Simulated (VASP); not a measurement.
Band structure of HfS₂ (1T layered). Computed with vdW-DF-cx, VASP's PBE PAW potentials (set 64) (plane waves; VASP).

Unless said otherwise, spin-orbit coupling is left out, though it shifts the bands of the heavy elements here.

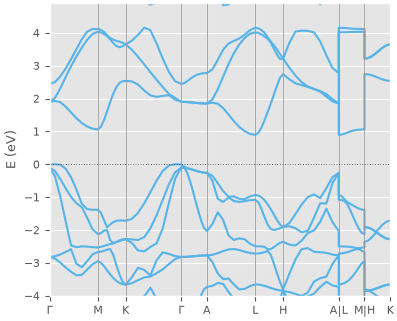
Figure: Bands along high-symmetry lines, zero at the valence-band maximum or, without a gap, the Fermi level

Read the plot: is there a gap, and where are the band edges?

The gap is indirect, 0.89 eV, from the valence maximum at K-Γ at 0.89 to the conduction minimum at L. (Edges off the drawn lines would not show.)

Measured: gap 1.80 eV (computed value off by -0.91 eV), as given by Miłosz Rybak et al., Nanomaterials (2022), arXiv:2210.12074.

The compound is HfS2 in the 1T layered structure. It was relaxed first.
